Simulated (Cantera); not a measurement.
Charge: 1 mol Si, a varied amount of CO2, 550 mol H2, equilibrated at 1175 °C and 0.270 bar.

These are equilibrium values from Cantera (NASA tables, ideal gas, pure condensed phases), not measurements of a reactor. Candidate condensed phases: C, C6H6, C7H8, C8H18, H2O, Si, SiC, SiO2; 123 gas species. Mutual solubility and eutectic melting of coexisting phases are not modelled. The tables hold silica as quartz up to 1696 K and as liquid above; real silica turns to tridymite and cristobalite and melts near 1996 K. Rates play no part.

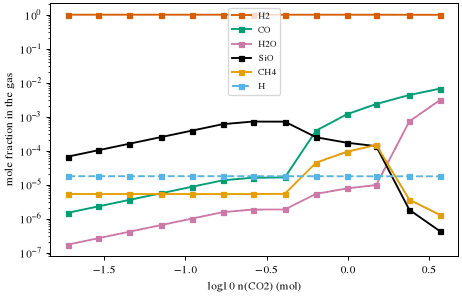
Fig. 1. Equilibrium gas composition (values under 1e-9 drawn at 1e-9)

From 0.019 mol CO2 to 0.17 mol CO2 the condensed part is Si(s) + SiC(s). At 0.26 mol CO2 the condensed part is Si(s) + SiC(s) + SiO2(β-quartz). From 0.41 mol CO2 to 1.5 mol CO2 the condensed part is SiC(s) + SiO2(β-quartz). From 2.4 mol CO2 to 3.7 mol CO2 the condensed part is SiO2(β-quartz). The main Si-bearing gas is SiO throughout. The share of Si in condensed phases is highest at 3.7 mol CO2 (100.0 %) and lowest at 0.26 mol CO2 (60.4 %).
